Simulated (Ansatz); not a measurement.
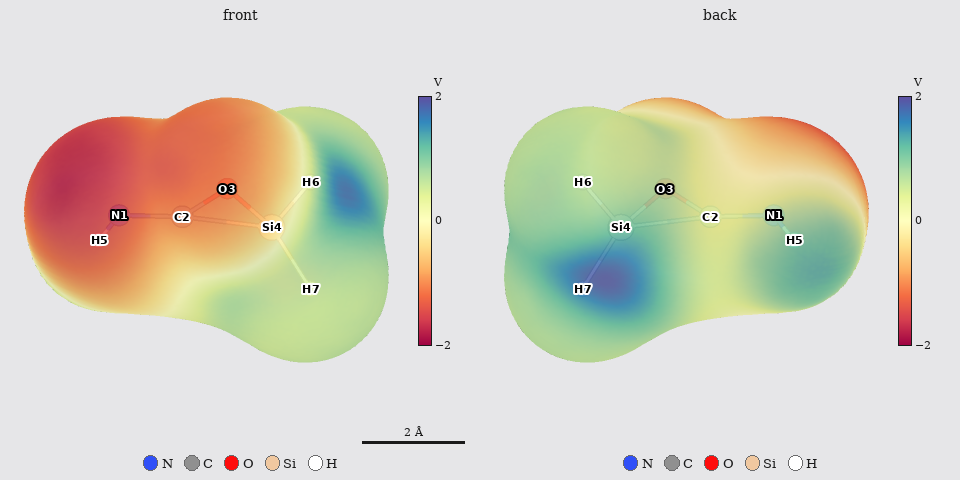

Figure 1: CH3NOSi (SMILES N=C1O[SiH2]1). The electrostatic potential painted on the density surface at 0.001 e/bohr³, seen from the front and from behind; red is negative and blue positive.

Geometry: PBE0-D4/def2-TZVP.

Level of theory: Ansatz, RKS PBE0-D4/def2-TZVPP.

```yaml
atoms:
  - { symbol: N, position_ang: [-1.0710, -1.5802, -0.4163] }
  - { symbol: C, position_ang: [-0.3124, -0.6508, -0.0792] }
  - { symbol: O, position_ang: [0.7592, -0.7126, 0.7842] }
  - { symbol: Si, position_ang: [0.6006, 0.8803, 0.2096] }
  - { symbol: H, position_ang: [-1.7785, -1.2522, -1.0665] }
  - { symbol: H, position_ang: [0.1860, 1.8902, 1.2059] }
  - { symbol: H, position_ang: [1.6773, 1.3573, -0.6834] }
```

Describe the electrostatic potential map.

The most negative region (about −1.8 V) lies over N1, the most positive (about +1.8 V) over Si4. N1 is the likeliest acceptor of a hydrogen bond.
